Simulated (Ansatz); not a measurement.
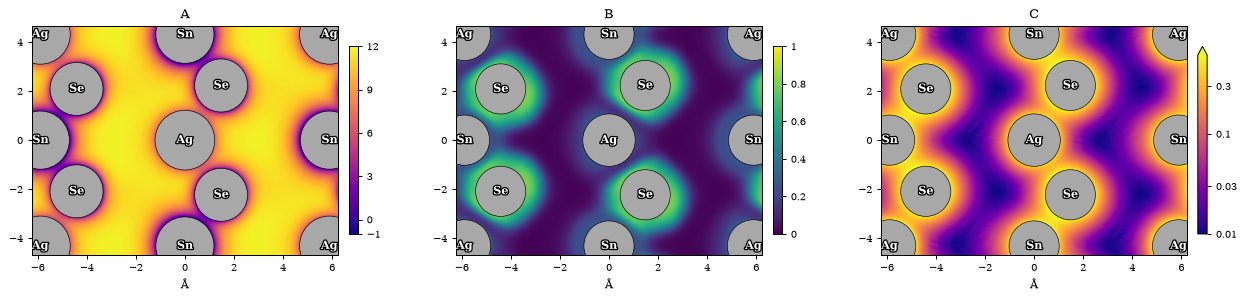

MgAg2SnSe4: 3 fields on the (11̄0) plane of the conventional cell, with unlabelled colour scales. Grey discs cover the atomic cores.

Space group I-4; started from the kesterite prototype, which need not be the ambient phase.

All numbers below come from DFT, PBE0, plane waves, PAW in Ansatz.

```cif
data_structure
_symmetry_space_group_name_H-M 'P 1'
_symmetry_Int_Tables_number 1
_cell_length_a 6.1010
_cell_length_b 6.1010
_cell_length_c 11.7834
_cell_angle_alpha 90.000
_cell_angle_beta 90.000
_cell_angle_gamma 90.000
_cell_volume 438.60
loop_
_atom_site_label
_atom_site_type_symbol
_atom_site_fract_x
_atom_site_fract_y
_atom_site_fract_z
_atom_site_occupancy
Ag1 Ag 0.00000 0.00000 0.00000 1
Ag2 Ag 0.50000 0.50000 0.50000 1
Ag3 Ag 0.00000 0.50000 0.25000 1
Ag4 Ag 0.50000 0.00000 0.75000 1
Mg1 Mg 0.50000 0.00000 0.25000 1
Mg2 Mg 0.00000 0.50000 0.75000 1
Sn1 Sn 0.00000 0.00000 0.50000 1
Sn2 Sn 0.50000 0.50000 0.00000 1
Se1 Se 0.24685 0.76320 0.37475 1
Se2 Se 0.74685 0.26320 0.87475 1
Se3 Se 0.26320 0.25315 0.12525 1
Se4 Se 0.76320 0.75315 0.62525 1
Se5 Se 0.75315 0.23680 0.37475 1
Se6 Se 0.25315 0.73680 0.87475 1
Se7 Se 0.23680 0.24685 0.62525 1
Se8 Se 0.73680 0.74685 0.12525 1
```

Q: Which field does each panel show? The fields are: electron localisation function, electrostatic potential energy of an electron and valence pseudo-density.

A: Panel A: electrostatic potential energy of an electron (low next to the atoms, rising into the space between them). Panel B: electron localisation function. Panel C: valence pseudo-density. From the grid: Sn–Se (2.56 Å): ρ at the midpoint is about 0.5 e/Å³; the ELF is about 0.65 at the midpoint. Ag–Se (2.67 Å): ρ is about 0.34 e/Å³ halfway; the ELF is about 0.30 at the midpoint and 0.15 at its lowest between the atoms.
